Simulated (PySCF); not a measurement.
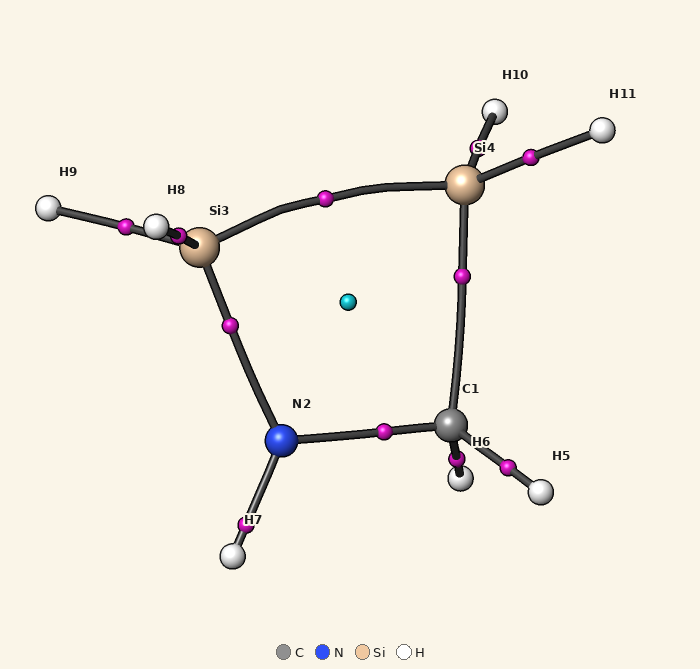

Figure 1: CH$_{7}$NSi$_{2}$, SMILES `C1N[SiH2][SiH2]1`. Molecular graph of the electron density (QTAIM): bond paths, bond critical points (magenta), ring points (cyan, if any); weak paths are dashed.

Computed with PySCF, PBE0/6-311+G**, geometry: GFN2-xTB. No frequency check shows the geometry to be a minimum.

How many critical points of each kind are there, and does the count close?

11 nuclei, 11 bond, 1 ring and 0 cage critical points: 11 − 11 + 1 − 0 = 1, as the Poincaré–Hopf relation requires.

Tabulate density, Laplacian, ellipticity and energy density at the bond critical points (atomic units).

```csv
bond,length (Å),ρ (a.u.),∇²ρ (a.u.),ε,H (a.u.)
N2–H7,1.007,0.337,−1.54,0.05,−0.445
C1–H5,1.095,0.274,−0.91,0.05,−0.269
C1–H6,1.096,0.273,−0.90,0.05,−0.269
C1–N2,1.457,0.259,−0.66,0.00,−0.293
N2–Si3,1.717,0.130,+0.66,0.13,−0.057
Si3–H8 (2 alike),1.472,0.121,+0.24,0.04,−0.074
Si4–H10 (2 alike),1.468,0.120,+0.25,0.02,−0.073
C1–Si4,1.928,0.113,+0.18,0.08,−0.071
Si3–Si4,2.320,0.091,−0.15,0.01,−0.046
```

What kind of interaction is Si3–Si4?

Shared-shell (covalent): ρ = 0.091, ∇²ρ = −0.15, H = −0.046 a.u.
